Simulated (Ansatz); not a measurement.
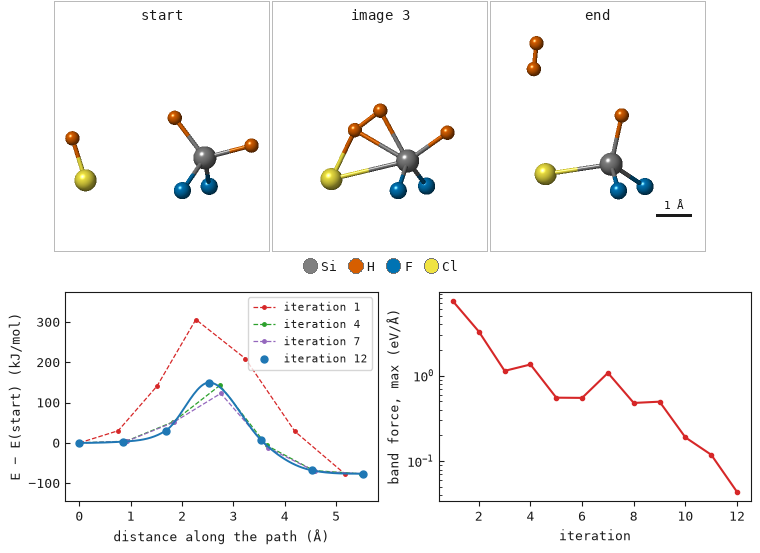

A nudged-elastic-band calculation for SiH3ClF2, made up at the start of SiH$_{2}$F$_{2}$ and HCl. Images are numbered from 0 (start) to 6 (end). The plot follows the band through its iterations. The picture is a ball-and-stick view, seen at a tilt.

Method: Ansatz, RKS PBE0/def2-SVP.

Input
```yaml
crystal:
  periodic: [false, false, false]
  atoms:
    - { symbol: Si, position_ang: [0.433936, -1.0e-06, -0.21331] }
    - { symbol: H, position_ang: [0.415811, 2.0e-06, 1.266424] }
    - { symbol: H, position_ang: [1.797369, 1.0e-05, -0.79293] }
    - { symbol: F, position_ang: [-0.338592, 1.305663, -0.754397] }
    - { symbol: F, position_ang: [-0.338568, -1.305684, -0.754389] }
    - { symbol: Cl, position_ang: [-2.892428, 4.7e-05, 1.470058] }
    - { symbol: H, position_ang: [-2.458629, -3.7e-05, 2.681143] }
basis:
  gaussian: { orbitals: def2-SVP }
hamiltonian:
  xc: pbe0
neb:
  order_check: false
  images: 5
  f_tol: 0.05
  max_iterations: 60
  final_atoms:
    - { symbol: Si, position_ang: [-0.41180466, 7.63e-06, -0.70081592] }
    - { symbol: H, position_ang: [-0.14331347, -2.523e-05, 3.47772155] }
    - { symbol: H, position_ang: [0.70765284, 6.75e-06, 0.25146965] }
    - { symbol: F, position_ang: [-0.3301324, 1.29287418, -1.6458067] }
    - { symbol: F, position_ang: [-0.33014522, -1.29286782, -1.64579418] }
    - { symbol: Cl, position_ang: [-2.21190856, 2.154e-05, 0.24566673] }
    - { symbol: H, position_ang: [-0.66144953, -1.705e-05, 2.92015787] }
  initial_path:
    images:
      - { positions_ang: [[0.433936, -1.0e-06, -0.21331], [0.415811, 2.0e-06, 1.266424], [1.797369, 1.0e-05, -0.79293], [-0.338592, 1.305663, -0.754397], [-0.338568, -1.305684, -0.754389], [-2.892428, 4.7e-05, 1.470058], [-2.458629, -3.7e-05, 2.681143]] }
      - { positions_ang: [[0.29412035, -6.7e-07, -0.13637331], [0.26050738, 2.5e-07, 1.4530651], [1.66749999, 6.25e-06, -0.6683733], [-0.46407371, 1.30290937, -0.6823928], [-0.46405898, -1.30292196, -0.68238907], [-2.70074657, 3.206e-05, 1.21367989], [-1.97434945, -2.53e-05, 2.4053825]] }
      - { positions_ang: [[0.1543047, -3.3e-07, -0.05943662], [0.10520376, -1.5e-06, 1.63970619], [1.53763098, 2.51e-06, -0.54381659], [-0.58955542, 1.30015574, -0.6103886], [-0.58954997, -1.30015993, -0.61038914], [-2.50906515, 1.711e-05, 0.95730178], [-1.49006991, -1.36e-05, 2.12962199]] }
      - { positions_ang: [[0.01448905, 0.0, 0.01750006], [-0.05009986, -3.26e-06, 1.82634729], [1.40776197, -1.24e-06, -0.41925989], [-0.71503714, 1.29740211, -0.5383844], [-0.71504095, -1.29739789, -0.53838922], [-2.31738372, 2.17e-06, 0.70092367], [-1.00579036, -1.9e-06, 1.85386149]] }
      - { positions_ang: [[-0.12760885, 2.55e-06, -0.2219386], [-0.08117106, -1.058e-05, 2.37680537], [1.17439226, 1.43e-06, -0.19568338], [-0.58673556, 1.2958928, -0.90752517], [-0.58674238, -1.29588787, -0.9075242], [-2.28222533, 8.63e-06, 0.54917135], [-0.89101008, -6.95e-06, 2.20929362]] }
      - { positions_ang: [[-0.26970676, 5.09e-06, -0.46137726], [-0.11224227, -1.791e-05, 2.92726346], [0.94102255, 4.09e-06, 0.02789314], [-0.45843398, 1.29438349, -1.27666593], [-0.4584438, -1.29437784, -1.27665919], [-2.24706694, 1.508e-05, 0.39741904], [-0.7762298, -1.2e-05, 2.56472575]] }
      - { positions_ang: [[-0.41180466, 7.63e-06, -0.70081592], [-0.14331347, -2.523e-05, 3.47772155], [0.70765284, 6.75e-06, 0.25146965], [-0.3301324, 1.29287418, -1.6458067], [-0.33014522, -1.29286782, -1.64579418], [-2.21190856, 2.154e-05, 0.24566673], [-0.66144953, -1.705e-05, 2.92015787]] }
```

Run as
```bash
ansatz run input.yaml --threads 1 --pin off --max-ram 2048MiB --backend cpu --events-out ev --progress --plain --runs-dir out
```

Question: Did the band converge, and can the barrier be trusted?

Answer: The result is final at these settings. The band converged in 12 iterations. The largest component of the band force went from 7.4 to 0.044 eV/Å. The climbing image converged on the top of the path. Its vibrational analysis gives one imaginary mode (977i cm⁻¹), as a transition state must have. The first iteration put the highest image at 306.3 kJ/mol. Forward barrier 149.7 kJ/mol, backward barrier 226.3 kJ/mol, with image 3 at the top; the reaction energy is −76.6 kJ/mol.

Limits of the set-up: the start holds two separate molecules, 3.2 Å apart at their closest, whose relative position is a soft coordinate and is computed without a dispersion correction.
